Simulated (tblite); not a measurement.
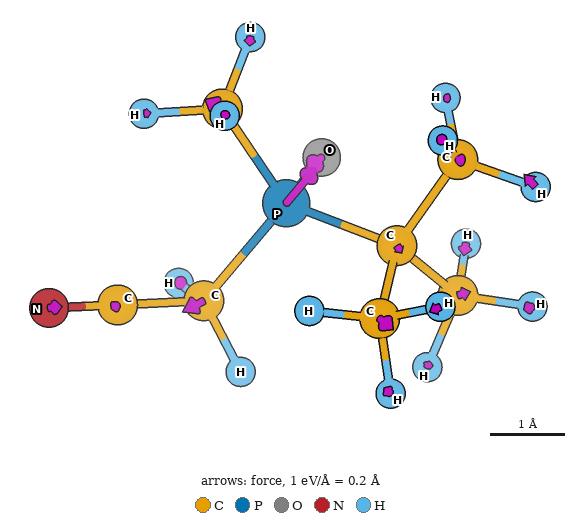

Starting geometry of C$_{7}$H$_{14}$NOP with the computed forces as purple arrows. The picture is a ball-and-stick view, seen at a tilt.

Computed with GFN2-xTB geometry optimisation, gas phase in tblite. 

Question: Is this structure relaxed? If not, where do the atoms go?

Answer: It isn't relaxed: the largest force vector, on the P atom, is 4.98 eV/Å. The final displacements have little in common with the starting forces (cosine between the two patterns 0.14). The atom that moves furthest after the best rigid fit is the N atom (1.60 Å). By element the largest moves are N 1.60 Å, H 1.36 Å, C 0.88 Å, O 0.48 Å, P 0.29 Å. Some distances before and after: C–P 1.803 → 1.865 Å, O–P 1.523 → 1.467 Å, C–P 1.786 → 1.833 Å, C–H 1.134 → 1.096 Å. Bond angles that change, for instance: C–P–O 105.0° → 113.4°, C–P–C 110.8° → 103.0°, C–P–O 106.3° → 113.6°. Groups turn about C–C by about 40°, C–P by about 40°, C–P by about 35°. Over 198 geometry steps the energy falls by 90.6 kJ/mol.
